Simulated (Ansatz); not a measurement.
The reference is MoS₂ in the 3R-MoS2 type structure (space group R3m, No. 160; a = 3.153 Å, c = 17.994 Å (hexagonal axes); layered, stacked along the Cartesian z axis).

Structures relaxed with DFT with PBE-D3(BJ), PAW potentials and a 420 eV plane-wave cutoff in Ansatz (an electronic-structure program), without spin-orbit coupling, earlier PAW set.

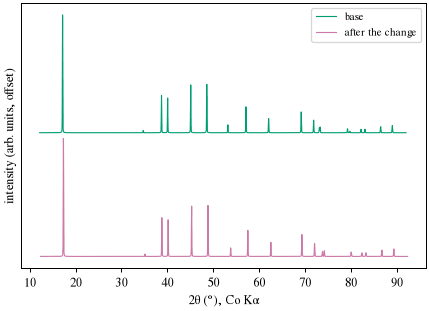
Figure: Simulated powder patterns before (top) and after one change

Task: What was done to the base?
(A) pressure 7.5 GPa
(B) pressure 0.7 GPa
(C) pressure 10 GPa
(D) pressure 3 GPa

Result: B, pressure 0.7 GPa. Its volume per atom is 16.97 Å³ against 17.22 Å³, and its space group is R3m (No. 160).

Load acts through the strain it causes; cell and atoms are relaxed under it. No phonon test of stability was made. No other phases were tried under pressure.
